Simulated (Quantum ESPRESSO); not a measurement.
## Mo (Im-3m): electron-phonon coupling

How strong is the electron-phonon coupling in Mo (Im-3m)?

Method: DFT LDA, scalar-relativistic, plane waves, PseudoDojo norm-conserving pseudopotentials, in Quantum ESPRESSO 7.5.

**1. Set-up**

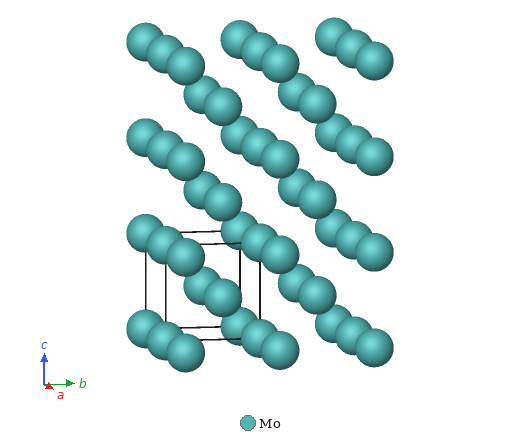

The starting structure, seen slightly off an axis (molybdenum teal). 2×2×3 cells are drawn. This picture shows the conventional cell, with its axes. Some periodic images of atoms are drawn too.

**2. A first look**

A cheap run with smearing and empty bands tells whether the crystal has a gap, which decides between fixed occupations and smearing later on.

probe.in reads:

```
&control
   calculation = 'scf'
   prefix = 'x'
   outdir = './tmp'
   pseudo_dir = './pseudo'
   tprnfor = .true.
   tstress = .true.
   verbosity = 'high'
/
&system
   ibrav = 0
   nat = 1
   ntyp = 1
   ecutwfc = 80.0
   occupations = 'smearing'
   smearing = 'gaussian'
   degauss = 0.01
/
&electrons
   conv_thr = 1.0d-07
   mixing_beta = 0.7
   electron_maxstep = 100
/
ATOMIC_SPECIES
 Mo     95.9500  Mo.upf
CELL_PARAMETERS angstrom
    -1.573415000    1.573415000    1.573415000
     1.573415000   -1.573415000    1.573415000
     1.573415000    1.573415000   -1.573415000
ATOMIC_POSITIONS crystal
 Mo     0.000000000   0.000000000   0.000000000
K_POINTS automatic
 8 8 8 0 0 0
```

Started as:

```console
$ OMP_NUM_THREADS=1 mpirun -n 4 pw.x -nk 4 -in probe.in > probe.out
```

Log:

```text
[banners, grids, parts of the stress and lines that vanish by symmetry left out]
Program PWSCF v.7.5
     Message from routine setup:
     using ibrav=0 with symmetry is DISCOURAGED, use correct ibrav instead
[...]
kinetic-energy cutoff     =      80.0000  Ry
     charge density cutoff     =     320.0000  Ry
     scf convergence threshold =      1.0E-07
[...]
Exchange-correlation= SLA  PW   NOGX NOGC
                           (   1   4   0   0   0   0   0)
[...]
48 Sym. Ops., with inversion, found
[...]
(     0          1          0      )
                  (     0          0          1      )
[...]
(  0.0000000  1.0000000 -0.0000000 )
                  ( -0.0000000 -0.0000000  1.0000000 )
[...]
(     1          0          0      )
                  (    -1         -1         -1      )
[...]
(  1.0000000 -0.0000000  0.0000000 )
                  ( -0.0000000 -1.0000000 -0.0000000 )
[...]
(    -1          0          0      )
                  (     0          0         -1      )
[...]
( -1.0000000 -0.0000000  0.0000000 )
                  (  0.0000000  1.0000000 -0.0000000 )
[...]
number of k points=    29  Gaussian smearing, width (Ry)=  0.0100
[...]
End of self-consistent calculation
[...]
the Fermi energy is    21.0569 ev
!    total energy              =    -140.73736424 Ry
[...]
convergence has been achieved in   6 iterations
[...]
atom    1 type  1   force =     0.00000000    0.00000000    0.00000000
[...]
Total force =     0.000000     Total SCF correction =     0.000000
[...]
total   stress  (Ry/bohr**3)                   (kbar)     P=      -83.04
[...]
XML data file, charge density, pseudopotentials, collected wavefunctions

   JOB DONE.
```

It took 2 s on 4 MPI ranks of Arm Neoverse V1, shared host; 7.5 s of CPU time.

Read from the output:

- volume per atom: 15.58 Å³
- pressure: -8.304 GPa
- gap on the k-mesh: 0 eV

No gap opens on this mesh, so smearing is kept; the start stands at -8.3 GPa.

**3. Relaxing the cell and atoms**

The relaxation runs at a cutoff a fifth above that of the response, since stress converges more slowly with the basis than frequencies do. Forces and stress are brought to rest with tight thresholds.

relax.in reads:

```
&control
   calculation = 'vc-relax'
   prefix = 'x'
   outdir = './tmp'
   pseudo_dir = './pseudo'
   tprnfor = .true.
   tstress = .true.
   forc_conv_thr = 2.0d-05
   etot_conv_thr = 1.0d-07
   nstep = 40
/
&system
   ibrav = 0
   nat = 1
   ntyp = 1
   ecutwfc = 96
   occupations = 'smearing'
   smearing = 'mv'
   degauss = 0.02
/
&electrons
   conv_thr = 1.0d-11
   mixing_beta = 0.7
   electron_maxstep = 100
/
&ions
/
&cell
   press_conv_thr = 0.2
/
ATOMIC_SPECIES
 Mo     95.9500  Mo.upf
CELL_PARAMETERS angstrom
    -1.573415000    1.573415000    1.573415000
     1.573415000   -1.573415000    1.573415000
     1.573415000    1.573415000   -1.573415000
ATOMIC_POSITIONS crystal
 Mo     0.000000000   0.000000000   0.000000000
K_POINTS automatic
 16 16 16 0 0 0
```

Started as:

```console
$ OMP_NUM_THREADS=1 mpirun -n 4 pw.x -nk 4 -in relax.in > relax.out
```

Log:

```text
[banners, grids, parts of the stress and lines that vanish by symmetry left out]
[banner, memory and clock lines left out]
Program PWSCF v.7.5

[...]
kinetic-energy cutoff     =      96.0000  Ry
     charge density cutoff     =     384.0000  Ry
     scf convergence threshold =      1.0E-11
[...]
energy convergence thresh.=      1.0E-07
     force convergence thresh. =      2.0E-05
     press convergence thresh. =      2.0E-01
     Exchange-correlation= SLA  PW   NOGX NOGC
                           (   1   4   0   0   0   0   0)
[...]
48 Sym. Ops., with inversion, found
[...]
number of k points=   145  Marzari-Vanderbilt smearing, width (Ry)=  0.0200
[...]
End of self-consistent calculation
[...]
the Fermi energy is    21.1713 ev
!    total energy              =    -140.73917795 Ry
[...]
convergence has been achieved in   9 iterations
[...]
atom    1 type  1   force =     0.00000000    0.00000000    0.00000000
     Total force =     0.000000     Total SCF correction =     0.000000
[...]
total   stress  (Ry/bohr**3)                   (kbar)     P=      -89.83
[...]
number of bfgs steps    =   0
[...]
CELL_PARAMETERS (angstrom)
[...]
ATOMIC_POSITIONS (crystal)
Mo               0.0000000000        0.0000000000        0.0000000000
[...]
New effective cutoffs (rho, wfc):  393.74   98.98
[...]
End of self-consistent calculation
[...]
the Fermi energy is    22.3582 ev
!    total energy              =    -140.74007532 Ry
[...]
convergence has been achieved in   7 iterations
[...]
atom    1 type  1   force =     0.00000000    0.00000000    0.00000000
     Total force =     0.000000     Total SCF correction =     0.000000
[...]
total   stress  (Ry/bohr**3)                   (kbar)     P=       39.37
[...]
number of bfgs steps    =   1
[...]
CELL_PARAMETERS (angstrom)
[...]
ATOMIC_POSITIONS (crystal)
Mo               0.0000000000        0.0000000000        0.0000000000
[...]
New effective cutoffs (rho, wfc):  390.12   98.07
[...]
End of self-consistent calculation
[...]
the Fermi energy is    21.9973 ev
!    total energy              =    -140.74025039 Ry
[...]
convergence has been achieved in   7 iterations
[...]
atom    1 type  1   force =     0.00000000    0.00000000    0.00000000
     Total force =     0.000000     Total SCF correction =     0.000000
[...]
total   stress  (Ry/bohr**3)                   (kbar)     P=       -2.05
[...]
number of bfgs steps    =   2
[...]
CELL_PARAMETERS (angstrom)
[...]
ATOMIC_POSITIONS (crystal)
Mo               0.0000000000        0.0000000000        0.0000000000
[...]
New effective cutoffs (rho, wfc):  390.30   98.12
[...]
End of self-consistent calculation
[...]
the Fermi energy is    22.0152 ev
!    total energy              =    -140.74025089 Ry
[...]
convergence has been achieved in   6 iterations
[...]
atom    1 type  1   force =     0.00000000    0.00000000    0.00000000
     Total force =     0.000000     Total SCF correction =     0.000000
[...]
total   stress  (Ry/bohr**3)                   (kbar)     P=       -0.04
[...]
number of bfgs steps    =   3
[...]
small trust_radius: resetting bfgs history
[...]
CELL_PARAMETERS (angstrom)
[...]
ATOMIC_POSITIONS (crystal)
Mo               0.0000000000        0.0000000000        0.0000000000
[...]
New effective cutoffs (rho, wfc):  390.30   98.12
[...]
End of self-consistent calculation
[...]
the Fermi energy is    22.0157 ev
!    total energy              =    -140.74025089 Ry
[...]
convergence has been achieved in   3 iterations
[...]
atom    1 type  1   force =     0.00000000    0.00000000    0.00000000
     Total force =     0.000000     Total SCF correction =     0.000000
[...]
total   stress  (Ry/bohr**3)                   (kbar)     P=        0.02
[...]
bfgs converged in   5 scf cycles and   4 bfgs steps
[...]
End of BFGS Geometry Optimization
     Final enthalpy           =    -140.7402508892 Ry
     File ./tmp/x.bfgs deleted, as requested
[...]
CELL_PARAMETERS (angstrom)
[...]
ATOMIC_POSITIONS (crystal)
Mo               0.0000000000        0.0000000000        0.0000000000
[...]
Final scf calculation at the relaxed structure.
[...]
kinetic-energy cutoff     =      96.0000  Ry
     charge density cutoff     =     384.0000  Ry
     scf convergence threshold =      1.0E-13
[...]
press convergence thresh. =      2.0E-01
     Exchange-correlation= SLA  PW   NOGX NOGC
                           (   1   4   0   0   0   0   0)
[...]
48 Sym. Ops., with inversion, found
[...]
number of k points=   145  Marzari-Vanderbilt smearing, width (Ry)=  0.0200
[...]
c_bands:  1 eigenvalues not converged
[...]
End of self-consistent calculation
[...]
the Fermi energy is    22.0157 ev
!    total energy              =    -140.74024598 Ry
[...]
convergence has been achieved in   9 iterations
[...]
atom    1 type  1   force =     0.00000000    0.00000000    0.00000000
     Total force =     0.000000     Total SCF correction =     0.000000
[...]
total   stress  (Ry/bohr**3)                   (kbar)     P=        0.02
[...]
XML data file, charge density, pseudopotentials, collected wavefunctions
```

Wall time 53 s (4 MPI ranks).

The steps of the relaxation:

| step | energy less that of the first step (eV) | largest force (eV/Å) | pressure (GPa) | volume (Å³) |
| --- | --- | --- | --- | --- |
| 1 | 0.0000 | 0.0000 | -8.98 | 15.58 |
| 2 | -0.0122 | 0.0000 | 3.94 | 14.88 |
| 3 | -0.0146 | 0.0000 | -0.20 | 15.09 |
| 4 | -0.0146 | 0.0000 | 0.00 | 15.07 |
| 5 | -0.0146 | 0.0000 | 0.00 | 15.07 |
| 6 | -0.0145 | 0.0000 | 0.00 | 15.07 |

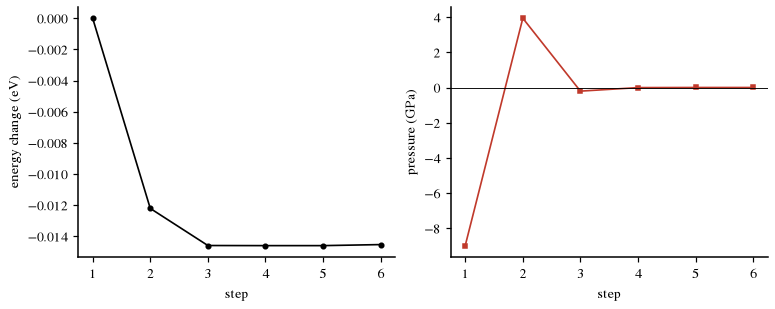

Energy and pressure along the relaxation.

| conventional cell, symmetrised | before | after | change |
| --- | --- | --- | --- |
| a (Å) | 3.147 | 3.112 | -1.1 % |
| b (Å) | 3.147 | 3.112 | -1.1 % |
| c (Å) | 3.147 | 3.112 | -1.1 % |
| volume (Å³/atom) | 15.58 | 15.07 | -3.2 % |

Final coordinates:

```
CELL_PARAMETERS angstrom
-1.55619 1.55619 1.55619
1.55619 -1.55619 1.55619
1.55619 1.55619 -1.55619
ATOMIC_POSITIONS crystal
Mo 0.00000 0.00000 0.00000
```

The last row of the table of steps is pw.x's closing run on a basis chosen anew for the final cell, so its energy can jump.

Read from the output:

```yaml
volume_per_atom: 15.07 Å³
pressure: 0.002 GPa
```

The volume changes by -3.2 % from the cell with which this run began.

**4. Self-consistent run for the response**

Perturbation theory inherits every error of the wavefunctions, so the threshold is set near the limit of the arithmetic. Smearing stays on, as the first look found no gap above 0.3 eV.

scf.in reads:

```
&control
   calculation = 'scf'
   prefix = 'x'
   outdir = './tmp'
   pseudo_dir = './pseudo'
   tprnfor = .true.
   tstress = .true.
/
&system
   ibrav = 0
   nat = 1
   ntyp = 1
   ecutwfc = 80.0
   occupations = 'smearing'
   smearing = 'mv'
   degauss = 0.02
/
&electrons
   conv_thr = 1.0d-12
   mixing_beta = 0.7
   electron_maxstep = 100
/
ATOMIC_SPECIES
 Mo     95.9500  Mo.upf
CELL_PARAMETERS angstrom
    -1.556188986    1.556188986    1.556188986
     1.556188986   -1.556188986    1.556188986
     1.556188986    1.556188986   -1.556188986
ATOMIC_POSITIONS crystal
 Mo     0.000000000   0.000000000   0.000000000
K_POINTS automatic
 16 16 16 0 0 0
```

Started as:

```console
$ OMP_NUM_THREADS=1 mpirun -n 4 pw.x -nk 4 -in scf.in > scf.out
```

Log:

```text
[banners, grids, parts of the stress and lines that vanish by symmetry left out]
[banner, memory and clock lines left out]
Program PWSCF v.7.5

[...]
kinetic-energy cutoff     =      80.0000  Ry
     charge density cutoff     =     320.0000  Ry
     scf convergence threshold =      1.0E-12
[...]
Exchange-correlation= SLA  PW   NOGX NOGC
                           (   1   4   0   0   0   0   0)
[...]
48 Sym. Ops., with inversion, found
[...]
number of k points=   145  Marzari-Vanderbilt smearing, width (Ry)=  0.0200
[...]
End of self-consistent calculation
[...]
the Fermi energy is    22.0157 ev
!    total energy              =    -140.74021439 Ry
[...]
convergence has been achieved in   9 iterations
[...]
atom    1 type  1   force =     0.00000000    0.00000000    0.00000000
     Total force =     0.000000     Total SCF correction =     0.000000
[...]
total   stress  (Ry/bohr**3)                   (kbar)     P=       -0.20
[...]
XML data file, charge density, pseudopotentials, collected wavefunctions
```

It took 8.4 s on 4 MPI ranks.

Numbers from this step:

```yaml
pressure: -0.02 GPa
```

The cell stands at -0.02 GPa, close enough for phonons.

**5. Levels on a dense mesh**

The coupling is a sum over pairs of states at the Fermi level and needs a much denser mesh than the density does.

scf_fit.in, as its differences from scf.in of step 4:

```diff
@@ -16,5 +16,6 @@
    degauss = 0.02
+   la2F = .true.
 /
 &electrons
-   conv_thr = 1.0d-12
+   conv_thr = 1.0d-10
    mixing_beta = 0.7
@@ -31,2 +32,2 @@
 K_POINTS automatic
- 16 16 16 0 0 0
+ 32 32 32 0 0 0
```

Started as:

```console
$ OMP_NUM_THREADS=1 mpirun -n 4 pw.x -nk 4 -in scf_fit.in > scf_fit.out
```

Log:

```text
[banners, grids, parts of the stress and lines that vanish by symmetry left out]
[banner, memory and clock lines left out]
Program PWSCF v.7.5

[...]
kinetic-energy cutoff     =      80.0000  Ry
     charge density cutoff     =     320.0000  Ry
     scf convergence threshold =      1.0E-10
[...]
Exchange-correlation= SLA  PW   NOGX NOGC
                           (   1   4   0   0   0   0   0)
[...]
48 Sym. Ops., with inversion, found
[...]
number of k points=   897  Marzari-Vanderbilt smearing, width (Ry)=  0.0200
[...]
End of self-consistent calculation
[...]
the Fermi energy is    22.0293 ev
!    total energy              =    -140.73987350 Ry
[...]
convergence has been achieved in   8 iterations
[...]
atom    1 type  1   force =     0.00000000    0.00000000    0.00000000
     Total force =     0.000000     Total SCF correction =     0.000000
[...]
total   stress  (Ry/bohr**3)                   (kbar)     P=        2.80
[...]
XML data file, charge density, pseudopotentials, collected wavefunctions
```

It took 43 s on 4 MPI ranks; 2.9 min of CPU time.

Numbers from this step:

- pressure: 0.2800 GPa

**6. Ground state**

The run on the dense mesh left its levels for the electron-phonon sums; ph.x needs the ground state on the coarse mesh, so pw.x runs once more in the same folder.

scf.in is that of step 4.

Started as:

```console
$ OMP_NUM_THREADS=1 mpirun -n 4 pw.x -nk 4 -in scf.in > scf.out
```

Log:

```text
[banners, grids, parts of the stress and lines that vanish by symmetry left out]
[banner, memory and clock lines left out]
Program PWSCF v.7.5

[...]
kinetic-energy cutoff     =      80.0000  Ry
     charge density cutoff     =     320.0000  Ry
     scf convergence threshold =      1.0E-12
[...]
Exchange-correlation= SLA  PW   NOGX NOGC
                           (   1   4   0   0   0   0   0)
[...]
48 Sym. Ops., with inversion, found
[...]
number of k points=   145  Marzari-Vanderbilt smearing, width (Ry)=  0.0200
[...]
End of self-consistent calculation
[...]
the Fermi energy is    22.0157 ev
!    total energy              =    -140.74021439 Ry
[...]
convergence has been achieved in   9 iterations
[...]
atom    1 type  1   force =     0.00000000    0.00000000    0.00000000
     Total force =     0.000000     Total SCF correction =     0.000000
[...]
total   stress  (Ry/bohr**3)                   (kbar)     P=       -0.20
[...]
XML data file, charge density, pseudopotentials, collected wavefunctions
```

Wall time 8.4 s (4 MPI ranks).

This step gave:

* pressure: -0.02 GPa

[end of part 1 of 3]

[Host names and launcher messages were left out of these logs when they were recorded.]

[Logs are printed without paths, hosts, clocks, repeated set-up lines and the standing remarks that a program may print on its own settings, such as how far it seeks lower states.]

[Hosts, paths, dates, database ids (printed as entryN), source tags and the programs' standing remarks are cut or masked in the printed files.]
